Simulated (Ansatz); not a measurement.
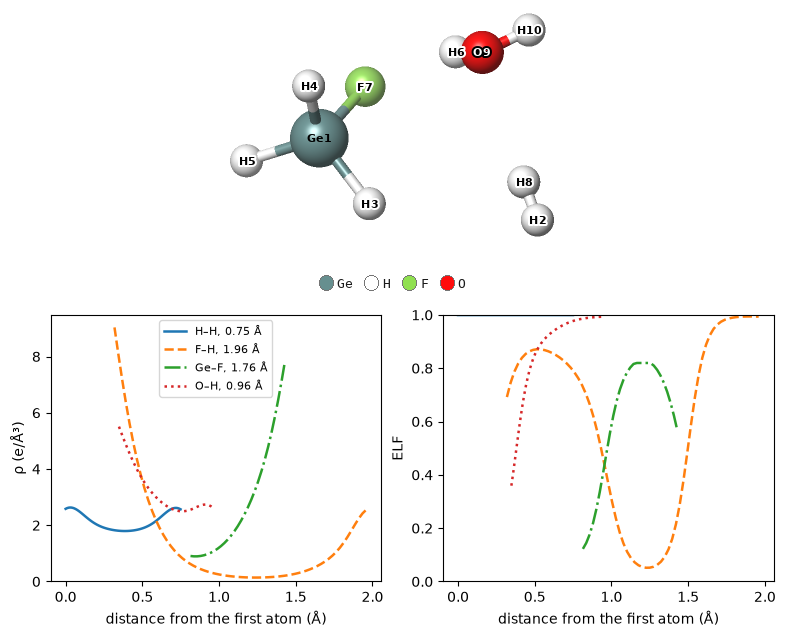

FGeH3···H2···H2O. Total electron density and ELF along straight lines between neighbouring atoms. The curves leave out the atomic cores. The structure is drawn too.

The product side of a reaction path; geometry: PBE0-D4/def2-TZVP; a saddle point, not a minimum.

Computed with RKS PBE0-D4/def2-TZVPP in Ansatz.

The calculation's input:

```
crystal:
  periodic: [false, false, false]
  atoms:
    - {symbol: Ge, position_ang: [-1.143275, -1.027794, -0.850096]}
    - {symbol: H, position_ang: [3.027233, 0.180861, -0.154911]}
    - {symbol: H, position_ang: [0.313194, -1.039480, -1.315693]}
    - {symbol: H, position_ang: [-1.361366, -1.694220, 0.508725]}
    - {symbol: H, position_ang: [-2.117627, -1.528123, -1.923318]}
    - {symbol: H, position_ang: [-0.406874, 1.291165, 0.824551]}
    - {symbol: F, position_ang: [-1.563735, 0.666320, -0.628281]}
    - {symbol: H, position_ang: [2.394977, 0.340418, 0.213383]}
    - {symbol: O, position_ang: [0.276548, 1.007337, 1.443155]}
    - {symbol: H, position_ang: [0.580826, 1.803415, 1.882488]}
basis:
  gaussian: {orbitals: def2-TZVPP}
hamiltonian: {xc: pbe0, dispersion: d4}
output: {orbitals: {seedname: orbitals}}
```

Launched as:

```sh
ansatz run in.yaml --threads 4 --pin off --events-out ev --progress --plain --max-ram 9574MiB
```

What can be read from the curves?

Answer. H–H (0.75 Å): the density is about 1.8 e/Å³ at the midpoint; the ELF peaks at about 1 between the atoms.
F7···H6 (1.96 Å): the density falls to about 0.14 e/Å³ on the way; the ELF dips to about 0.05 between them: a closed-shell contact with the geometry of a hydrogen bond.
Ge–F (1.76 Å): ρ at the midpoint is about 0.91 e/Å³; the ELF peaks at about 0.80 in the valence shell of F, 0.6 Å from its nucleus, and is about 0.20 at the midpoint.
O–H (0.96 Å): the density is about 3.8 e/Å³ at the midpoint; the ELF climbs to about 1 towards the hydrogen, as it does in any bond to H; a covalent bond by its length.
